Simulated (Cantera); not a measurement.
A closed system holds: 1 mol SiHCl3, 0.32 mol NH3, a varied amount of H2, held at 1673 K and 42.0 mbar.

Equilibrium computed with Cantera from the NASA thermochemical tables; the gas is ideal and each condensed phase is pure. Candidate condensed phases: NH4Cl, Si, Si3N4; 28 gas species. Mutual solubility and eutectic melting of coexisting phases are not modelled. The tables' values for SiCl3, SiCl are old estimates; treat these amounts as uncertain. Gases not in the tables: Si2H6 and higher silanes. The numbers say what is thermodynamically allowed, not how fast it happens.

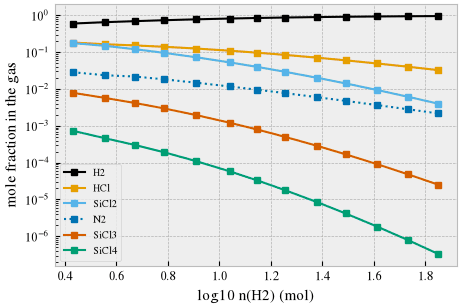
Equilibrium gas composition (values under 1e-9 drawn at 1e-9)

At 2.7 mol H2 the condensed part is Si3N4(s). At 3.6 mol H2 the condensed part is Si(s) + Si3N4(s). From 4.7 mol H2 to 71 mol H2 the condensed part is Si(s). The main Si-bearing gas is SiCl2 throughout. The share of Si in condensed phases is highest at 71 mol H2 (70.1 %) and lowest at 2.7 mol H2 (1.2 %).
